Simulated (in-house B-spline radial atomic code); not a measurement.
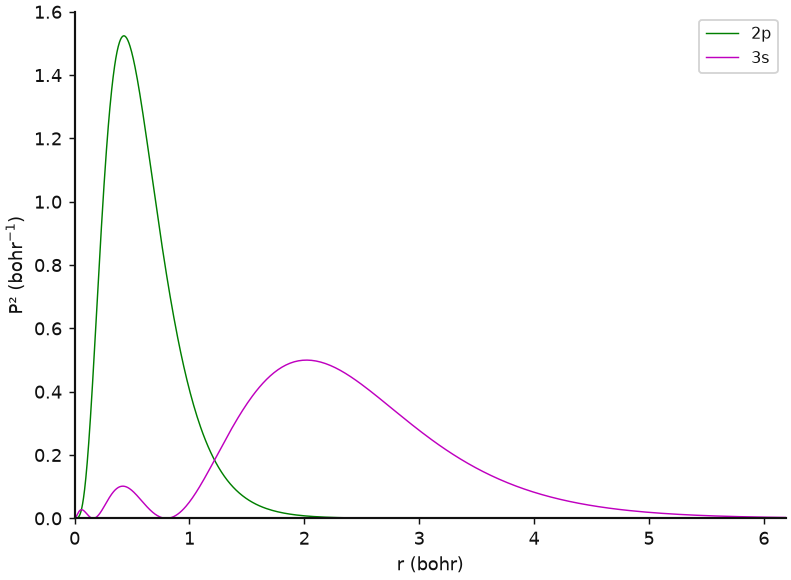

The aluminium ion Al⁺ in the configuration [Ne] 3s2. Level of theory: non-relativistic PBE, spin-polarised, spherical fractional occupations, point nucleus, basis-set limit. Computed with an in-house B-spline radial code.

The plot shows the radial probability densities P² of 2p and 3s.

Q: What does the plot show?

Answer: 2p: outer maximum at 0.429 bohr, ⟨r⟩ = 0.603 bohr, 0 nodes, eigenvalue −78.0 eV; 3s: outer maximum at 2.02 bohr, ⟨r⟩ = 2.38 bohr, 2 nodes, eigenvalue −14.8 eV.
